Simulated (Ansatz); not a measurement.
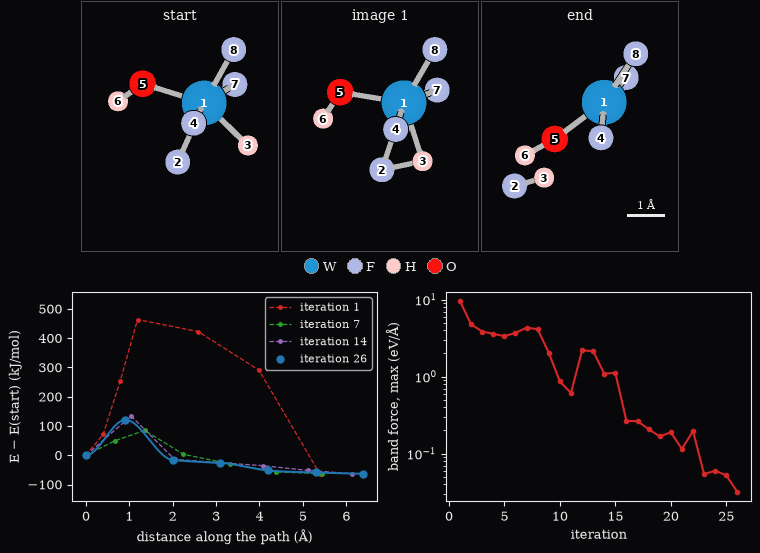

A search for the minimum-energy path of WH2OF4 by the nudged elastic band. Images are numbered from 0 (start) to 6 (end). The plot follows the band through its iterations. Style: ball-and-stick. Shown at a tilt.

Level of theory: RHF/def2-SVP (Ansatz). Set-up: 5 movable images; climbing image; force threshold 0.05 eV/Å; iteration limit 60; starting path through a guess of the saddle point.

### Did the band converge, and can the barrier be trusted?

The result is final at these settings. The band converged in 26 iterations. The largest component of the band force went from 9.5 to 0.032 eV/Å. The climbing image converged on the top of the path. Its vibrational analysis gives one imaginary mode (1662i cm⁻¹), as a transition state must have. The first iteration put the highest image at 463.8 kJ/mol. The energy climbs by 121.1 kJ/mol to image 1 and then falls by 184.0 kJ/mol, so the end point sits at −63.0 kJ/mol.

Limits of the set-up: Hartree-Fock leaves out electron correlation.

Cost: 2.4 min on 2 threads of Intel(R) Xeon(R) 6975P-C (Granite Rapids), with other jobs on the host, peak memory 0.29 GiB.
